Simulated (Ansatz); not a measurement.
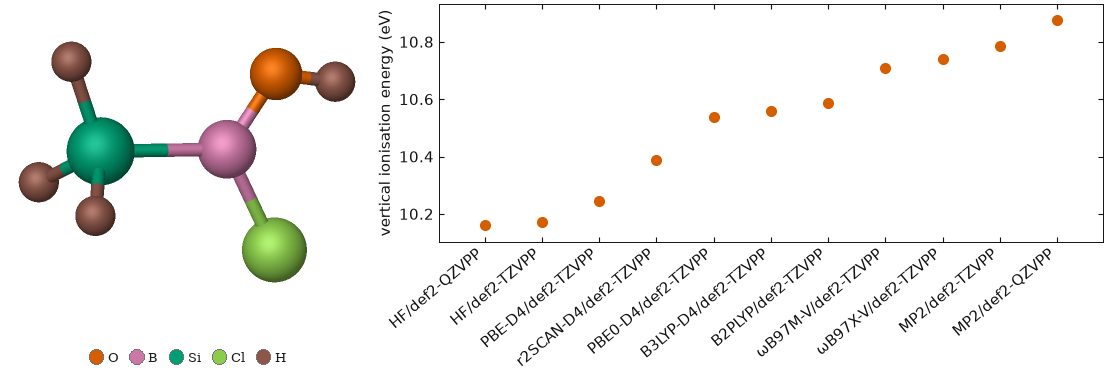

Vertical ionisation energy of BSiH₄OCl, SMILES OB([SiH3])Cl, taken as the energy of the cation less that of the neutral at fixed geometry (unrestricted doublet cation, cores frozen in correlated methods, no spin-orbit coupling), the Ansatz code, at a PBE0-D4/def2-TZVP geometry (a minimum by its frequencies).

Q: What range do the values span?

A: From 10.16 eV (HF/def2-QZVPP) to 10.87 eV (MP2/def2-QZVPP).

Q: Give the values.

A:
```tsv
level	eV
HF/def2-QZVPP	10.16
HF/def2-TZVPP	10.17
PBE-D4/def2-TZVPP	10.24
r2SCAN-D4/def2-TZVPP	10.39
PBE0-D4/def2-TZVPP	10.54
B3LYP-D4/def2-TZVPP	10.56
B2PLYP/def2-TZVPP	10.59
ωB97M-V/def2-TZVPP	10.71
ωB97X-V/def2-TZVPP	10.74
MP2/def2-TZVPP	10.79
MP2/def2-QZVPP	10.87
```
